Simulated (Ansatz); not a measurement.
# SiH4O3 (SMILES O[SiH](O)O) at 6 levels

Aim: a comparison of 6 runs (HF/STO-3G, HF/6-311+G**, BHLYP/6-311+G**, PBE0/6-311+G**, wB97M-V/6-311+G**, CCSD(T)/6-311+G**) of SiH4O3. 

The results are computed with Ansatz 0.2.0.

30 further runs of the same task are left out: 30 set aside as unsound or not needed. Runs told in other sessions of the task aren't counted.

## 1. The structure to begin with

The species is SiH4O3 (8 atoms), meant as a singlet with charge 0. As SMILES, `O[SiH](O)O`. One bond was lengthened or shortened from a relaxed shape.

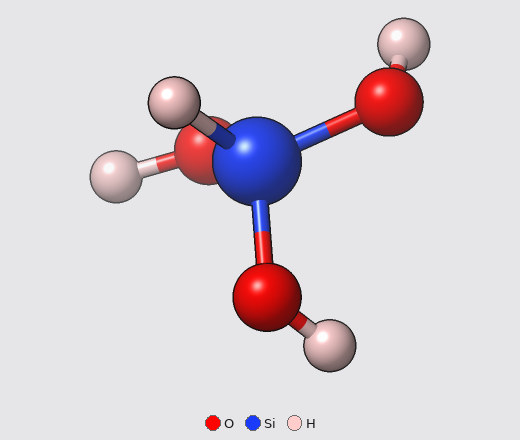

The structure, seen from a chosen angle (oxygen red, silicon blue, hydrogen pink).

## 2. A single-point energy at HF/STO-3G (run 1)

The input, molecule.yaml:

```yaml
basis:
  gaussian: {orbitals: STO-3G}
crystal:
  periodic: [false, false, false]
  atoms:
    - {symbol: O, position_ang: [-0.050942, 1.587884, -0.313547]}
    - {symbol: Si, position_ang: [-0.280442, 0.051684, 0.180653]}
    - {symbol: O, position_ang: [1.060458, -0.892016, 0.107953]}
    - {symbol: O, position_ang: [-1.359642, -0.670616, -0.809847]}
    - {symbol: H, position_ang: [0.067958, 1.738884, -1.253047]}
    - {symbol: H, position_ang: [-0.751642, 0.178484, 1.573453]}
    - {symbol: H, position_ang: [1.894900, -0.655000, 0.786800]}
    - {symbol: H, position_ang: [-1.250542, -1.612616, -0.948247]}
hamiltonian: {xc: hf}
accuracy: high
output: {orbitals: {seedname: orbitals}}
```

Started as:

```console
$ ansatz run molecule.yaml --threads 1 --pin off --max-ram 3480MiB --events-out events.jsonl --progress --plain --runs-dir runs
```

Output:

```text
Warning: RAYON_NUM_THREADS=1 ignored (pool sized by the plan → 1); use --threads N
Functional definition: HF
  name "HF"
  exchange = exact_x
  correlation = 0
574 factors; integrals over basis functions are off by at most 1.3e-8 eV
mean field evaluation 1: about -13860.2327 eV, gradient 3.1e1 eV
mean field evaluation 2: about -13860.3218 eV, gradient 3.1e1 eV
mean field evaluation 4: about -13863.6478 eV, gradient 1.1e0 eV
mean field evaluation 8: about -13863.6519 eV, gradient 1.4e-5 eV
mean field -13863.65192506 eV, -509.4798111253 hartree, gradient 1.2e-8 eV, S^2 0.000000; 0 other end points of the search recorded, 0 dependent functions left out
reference -13863.65192506 eV, -509.4798111253 hartree; 21, 21 occupied and 7, 7 virtual orbitals, 574 factors
Total energy: -13863.65192506 eV, -509.4798111253 hartree
```

It took 0.22 s on 1 thread of Arm Neoverse V2, shared host.

## 3. The energy at HF/6-311+G(d,p) (run 2)

The input, input.yaml:

```yaml
crystal:
  periodic: [false, false, false]
  atoms:
    - symbol: O
      position_ang: [-0.050942, 1.587884, -0.313547]
    - symbol: Si
      position_ang: [-0.280442, 0.051684, 0.180653]
    - symbol: O
      position_ang: [1.060458, -0.892016, 0.107953]
    - symbol: O
      position_ang: [-1.359642, -0.670616, -0.809847]
    - symbol: H
      position_ang: [0.067958, 1.738884, -1.253047]
    - symbol: H
      position_ang: [-0.751642, 0.178484, 1.573453]
    - symbol: H
      position_ang: [1.894900, -0.655000, 0.786800]
    - symbol: H
      position_ang: [-1.250542, -1.612616, -0.948247]
basis:
  gaussian:
    orbitals: 6-311+G_st__st_-spherical.json
hamiltonian:
  xc: hf
accuracy: high
output: {orbitals: {seedname: orbitals}}
```

The basis set 6-311+G** is read from a file made from the Basis Set Exchange's data (not shown).

Started as:

```console
$ ansatz run input.yaml --threads 1 --pin off --max-ram 3480MiB --events-out events.jsonl --progress --plain --runs-dir runs
```

Output:

```text
Warning: RAYON_NUM_THREADS=1 ignored (pool sized by the plan → 1); use --threads N
Functional definition: HF
  name "HF"
  exchange = exact_x
  correlation = 0
2265 factors; integrals over basis functions are off by at most 7.8e-9 eV
mean field evaluation 1: about -14037.2230 eV, gradient 5.6e1 eV
mean field evaluation 2: about -14037.2980 eV, gradient 5.6e1 eV
mean field evaluation 4: about -14042.7152 eV, gradient 2.9e0 eV
mean field evaluation 8: about -14042.7538 eV, gradient 3.2e-1 eV
mean field -14042.75412011 eV, -516.0616953936 hartree, gradient 8.3e-8 eV, S^2 0.000000; 0 other end points of the search recorded, 0 dependent functions left out
reference -14042.75412011 eV, -516.0616953936 hartree; 21, 21 occupied and 99, 99 virtual orbitals, 2265 factors
Total energy: -14042.75412011 eV, -516.0616953936 hartree
```

Run time: 5.1 s. Hardware: 1 thread of Arm Neoverse V2, shared host; peak memory 0.36 GiB.

Runs 3 to 5 aren't shown in full; the table further down has their settings and results.

## 4. A single-point energy at CCSD(T)/6-311+G(d,p) (run 6)

The input, job.yaml:

```yaml
crystal:
  periodic: [false, false, false]
  atoms:
    - {symbol: O, position_ang: [-0.050942, 1.587884, -0.313547]}
    - {symbol: Si, position_ang: [-0.280442, 0.051684, 0.180653]}
    - {symbol: O, position_ang: [1.060458, -0.892016, 0.107953]}
    - {symbol: O, position_ang: [-1.359642, -0.670616, -0.809847]}
    - {symbol: H, position_ang: [0.067958, 1.738884, -1.253047]}
    - {symbol: H, position_ang: [-0.751642, 0.178484, 1.573453]}
    - {symbol: H, position_ang: [1.894900, -0.655000, 0.786800]}
    - {symbol: H, position_ang: [-1.250542, -1.612616, -0.948247]}
basis:
  gaussian: {orbitals: 6-311+G_st__st_-spherical.json}
correlation: {method: ccsd_t, frozen_orbitals: {H: 0, O: 1, Si: 5}}
accuracy: high
scf: {omitted_lower_state_checks: [cluster_reference, increment]}
```

The basis set 6-311+G** is read from a file made from the Basis Set Exchange's data (not shown).

Started as:

```console
$ ansatz run job.yaml --threads 1 --pin off --max-ram 3480MiB --events-out events.jsonl --progress --plain --runs-dir runs
```

Output:

```text
Warning: RAYON_NUM_THREADS=1 ignored (pool sized by the plan → 1); use --threads N
Functional definition: HF
  name "HF"
  exchange = exact_x
  correlation = 0
these checks for a lower state are left out or cut short: cluster_reference, increment
2265 factors; integrals over basis functions are off by at most 7.8e-9 eV
mean field evaluation 1: about -14037.2230 eV, gradient 5.6e1 eV
mean field evaluation 2: about -14037.2980 eV, gradient 5.6e1 eV
mean field evaluation 4: about -14042.7152 eV, gradient 2.9e0 eV
mean field evaluation 8: about -14042.7538 eV, gradient 3.2e-1 eV
mean field -14042.75412011 eV, -516.0616953936 hartree, gradient 8.3e-8 eV, S^2 0.000000; 0 other end points of the search recorded, 0 dependent functions left out
8 core orbitals not correlated: weight in the atoms' cores, before any rotation towards them, 1.000 or more for the frozen orbitals, at most 0.000 for the correlated occupied ones
reference -14042.75412011 eV, -516.0616953936 hartree; 13, 13 occupied and 99, 99 virtual orbitals, 2265 factors
second order -19.48369987 eV of doubles, -0.00000000 eV of singles
cycle   1  -19.32065009 eV  change    1.6e-1 eV  update   9.9e-2
cycle   2  -19.80526210 eV  change   -4.8e-1 eV  update   2.8e-2
cycle   3  -19.92432049 eV  change   -1.2e-1 eV  update   1.4e-2
cycle   4  -19.91105333 eV  change    1.3e-2 eV  update   2.7e-3
cycle   5  -19.91038712 eV  change    6.7e-4 eV  update   1.3e-3
cycle   6  -19.91126637 eV  change   -8.8e-4 eV  update   3.8e-4
cycle   7  -19.91109272 eV  change    1.7e-4 eV  update   1.5e-4
cycle   8  -19.91100268 eV  change    9.0e-5 eV  update   4.7e-5
cycle   9  -19.91100592 eV  change   -3.2e-6 eV  update   1.5e-5
cycle  10  -19.91100569 eV  change    2.3e-7 eV  update   5.2e-6
cycle  11  -19.91099923 eV  change    6.5e-6 eV  update   2.1e-6
cycle  12  -19.91100205 eV  change   -2.8e-6 eV  update   9.5e-7
cycle  13  -19.91100254 eV  change   -5.0e-7 eV  update   3.4e-7
cycle  14  -19.91100305 eV  change   -5.1e-7 eV  update   1.5e-7
cycle  15  -19.91100317 eV  change   -1.2e-7 eV  update   5.9e-8
cycle  16  -19.91100314 eV  change    3.0e-8 eV  update   3.3e-8
cycle  17  -19.91100310 eV  change    4.1e-8 eV  update   1.1e-7
cycle  18  -19.91100309 eV  change    5.5e-9 eV  update   2.1e-8
cycle  19  -19.91100308 eV  change    8.9e-9 eV  update   5.9e-9
cycle  20  -19.91100308 eV  change    2.6e-9 eV  update   2.3e-9
cycle  21  -19.91100308 eV  change   7.2e-10 eV  update  8.2e-10
perturbative correction -0.57213729 eV, -0.0210256577 hartree
Total energy: -14063.23726049 eV, -516.8144369183 hartree
Checks for a lower state left out: cluster_reference, increment
```

It took 77 s on 1 thread of Arm Neoverse V2, shared host; peak memory 1.2 GiB.

## 5. Overview of the runs

```csv
run,level,frozen core orbitals,energy (Eh),HOMO energy (eV),LUMO energy (eV),HOMO–LUMO gap (eV),wall time
1,HF/STO-3G,–,-509.479811,-9.31,12.07,21.39,0.22 s
2,HF/6-311+G**,–,-516.061695,-13.06,1.50,14.56,5.1 s
3,BHLYP/6-311+G**,–,-517.672203,-10.67,0.09,10.75,13 s
4,PBE0/6-311+G**,–,-517.416637,-9.13,-0.44,8.68,12 s
5,wB97M-V/6-311+G**,–,-517.698044,-11.52,0.58,12.10,83 s
6,CCSD(T)/6-311+G**,8,-516.814437,–,–,–,77 s
```

## 6. Outcome

```
                                          quantity          value
                               run 6: total energy  -516.81444 Eh
run 6: correlation energy (8 core orbitals frozen)     -752.7 mEh
                             run 6: (T) correction     -21.03 mEh
                              run 6: T1 diagnostic          0.013
```

What this shows: Over runs 1, 2, 3, 4, 5 the HOMO–LUMO gap runs from 8.68 eV (PBE0/6-311+G**) to 21.39 eV (HF/STO-3G). The two ends differ in method and basis. Totals of different functionals can't be ranked against each other. In run 1 the basis is minimal, so the values are rough. All runs together took 3.2 min, the longest 83 s.
